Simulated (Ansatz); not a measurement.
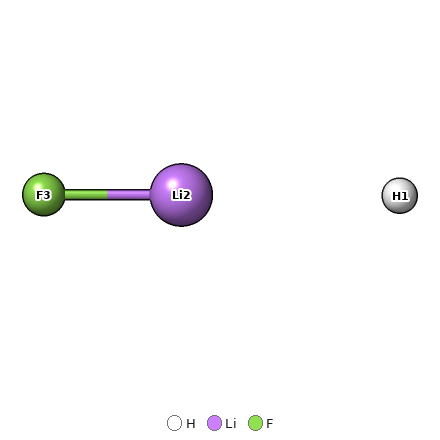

The system is H + LiF, spin multiplicity 2; the picture shows the reference structure. First axis: distance H1–Li2. Second axis: distance Li2–F3. Nothing is relaxed (the angle H1–Li2–F3 is fixed at 180 degrees). The grid has 12 × 12 points. Energies are in kcal/mol, from H far from the relaxed LiF (each part in its own basis). Energies and slopes of some neighbouring points disagree (a jump in structure or state, or too coarse a mesh). Theory: UHF-CCSD(T), frozen core/def2-TZVPD in Ansatz 0.2.0.

Its coordinates:

```xyz
3

H    -2.5050    0.0000    0.0000
Li    0.0000    0.0000    0.0000
F     1.5750    0.0000    0.0000
```

Range: distance H1–Li2 from 1.272 to 2.872 Å; distance Li2–F3 from 1.504 to 3.104 Å.

Q: What will the energy surface look like?

A: The lowest grid point is at distance H1–Li2 = 2.505 Å, distance Li2–F3 = 1.575 Å, −0.50 kcal/mol from H far from the relaxed LiF (each part in its own basis). The highest grid point, distance H1–Li2 = 2.161 Å, distance Li2–F3 = 3.104 Å, lies 91 kcal/mol above the lowest.

| distance Li2–F3 ↓, distance H1–Li2 → | 1.272 | 1.343 | 1.446 | 1.568 | 1.702 | 1.846 | 2.000 | 2.161 | 2.330 | 2.505 | 2.686 | 2.872 |
| --- | --- | --- | --- | --- | --- | --- | --- | --- | --- | --- | --- | --- |
| 3.104 | 90 | 85 | 81 | 79 | 79 | 82 | 86 | 91 | 69 | 69 | 69 | 69 |
| 2.918 | 90 | 85 | 80 | 78 | 79 | 81 | 85 | 62 | 62 | 62 | 62 | 62 |
| 2.737 | 90 | 84 | 80 | 78 | 78 | 81 | 55 | 54 | 54 | 54 | 54 | 54 |
| 2.562 | 89 | 84 | 79 | 77 | 78 | 48 | 47 | 46 | 46 | 46 | 46 | 46 |
| 2.393 | 89 | 84 | 51 | 45 | 42 | 39 | 38 | 38 | 37 | 37 | 37 | 38 |
| 2.232 | 56 | 49 | 42 | 37 | 33 | 31 | 29 | 29 | 29 | 29 | 29 | 29 |
| 2.078 | 47 | 40 | 33 | 28 | 24 | 22 | 21 | 20 | 20 | 20 | 20 | 20 |
| 1.934 | 39 | 32 | 25 | 20 | 16 | 14 | 13 | 12 | 12 | 12 | 12 | 12 |
| 1.800 | 32 | 25 | 19 | 13 | 10 | 7 | 6 | 6 | 5 | 5 | 5 | 5 |
| 1.678 | 27 | 21 | 14 | 9 | 5 | 3 | 2 | 1 | 1 | 1 | 1 | 1 |
| 1.575 | 26 | 19 | 13 | 7 | 4 | 2 | 0 | 0 | 0 | 0 | 0 | 0 |
| 1.504 | 27 | 20 | 14 | 9 | 5 | 3 | 2 | 1 | 1 | 1 | 1 | 1 |

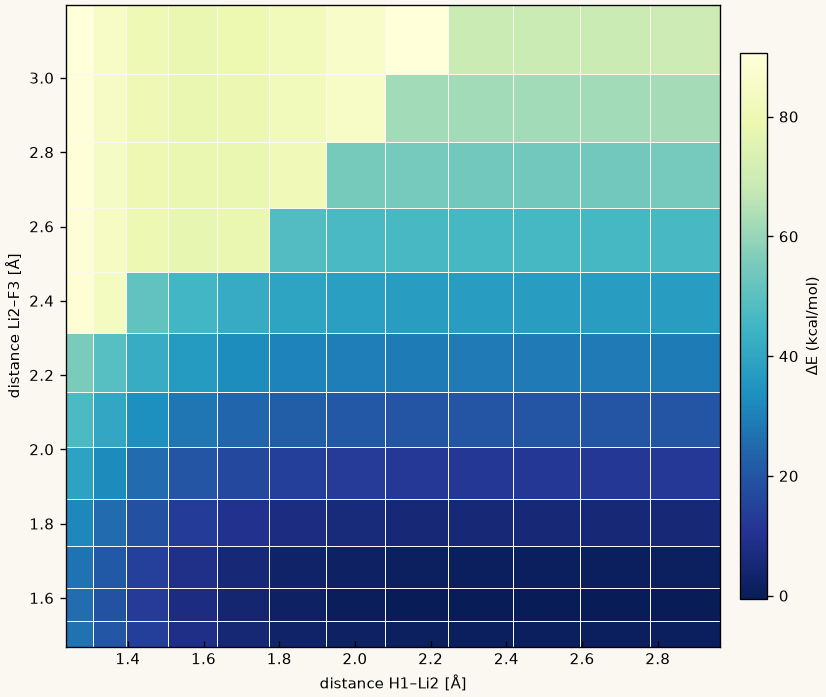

The picture shows one coloured cell a grid point.

The whole map (144 points run) took 35 min on 1 thread of Arm Neoverse V1, on a shared host.
